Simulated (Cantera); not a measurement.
Charge: 1 mol SiO₂, 2.9 mol MgO, 0.1 mol H₂O, held at 10.0 mbar.

Cantera equilibrium calculation (NASA polynomials, part measured and part estimated; ideal gas, pure solids and liquids). Candidate condensed phases: H₂O, Mg, MgO, Mg(OH)₂, MgSiO₃, Mg₂SiO₄, Si, SiO₂; 24 gas species. Mutual solubility and eutectic melting of coexisting phases are not modelled. Condensed phases not in the tables: alloys, solid solutions and most ternary compounds. Equilibrium is a limit: real reactors are often held back by kinetics, nucleation or transport.

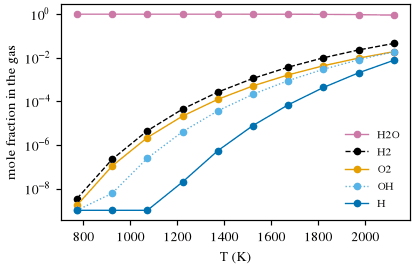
Fig. 1. Equilibrium gas composition (values under 1e-9 drawn at 1e-9)

From 773 K to 2123 K the condensed part is MgO(s) + Mg₂SiO₄(s).
